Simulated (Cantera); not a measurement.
A closed system holds: 1 mol SiO₂, 1.5 mol SiCl₄, a varied amount of O₂, held at 775 K and 20.3 Torr.

Cantera equilibrium calculation (NASA polynomials, part measured and part estimated; ideal gas, pure solids and liquids). Candidate condensed phases: Si, SiO₂; 15 gas species. The numbers say what is thermodynamically allowed, not how fast it happens.

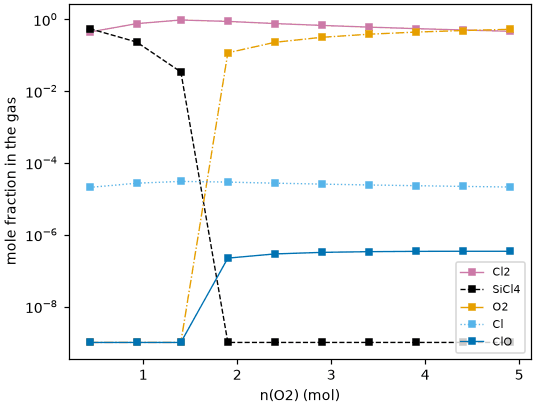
Figure. Equilibrium gas composition (values under 1e-9 drawn at 1e-9)

Q: Read off the mole fractions at 4.9 mol O₂.

A: O₂ about 0.53, Cl₂ about 0.47, Cl about 2.1e-5, ClO about 3.5e-7.
